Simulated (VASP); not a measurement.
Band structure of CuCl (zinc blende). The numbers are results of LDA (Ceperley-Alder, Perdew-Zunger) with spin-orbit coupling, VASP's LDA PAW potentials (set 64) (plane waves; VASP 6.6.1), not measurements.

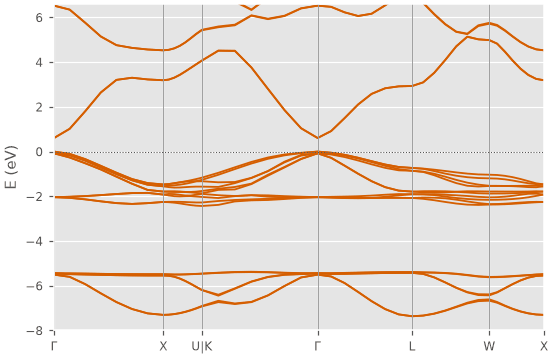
*Bands along high-symmetry lines, zero at the valence-band maximum or, without a gap, the Fermi level*

### Question
Read the plot: is there a gap, and where are the band edges?

### Answer
The gap is direct, 0.61 eV, from the valence maximum at Γ to the conduction minimum at Γ.

Measured: gap 3.39 eV at 2 K (computed value off by -2.78 eV), as given by arXiv:1206.3780.

The compound is CuCl in the zinc blende structure. It was relaxed first, which changed the volume by -11 %.
